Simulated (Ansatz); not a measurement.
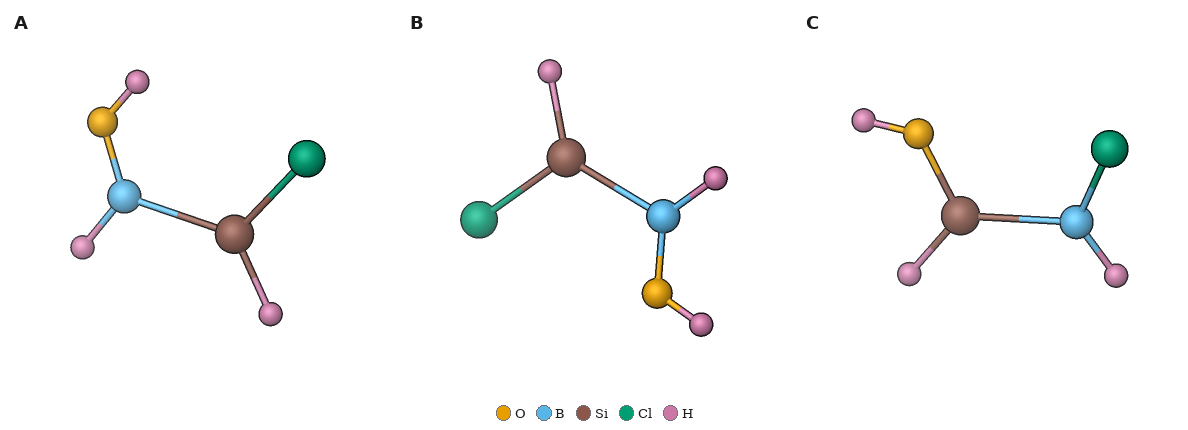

3 stationary structures of one formula. The species has charge +1 and is a spin singlet. Geometries: PBE-D4/def2-SVP. Electronic energies: PBE-D4/def2-SVP (Ansatz 0.2.0), without zero-point energy. No frequency run is at hand to confirm each as a minimum. Each is one conformer, not always the lowest.

Rank them by energy, lowest first.

B is lowest (Cs); A lies 4.6 kcal/mol above it, C lies 12.2 kcal/mol above it.
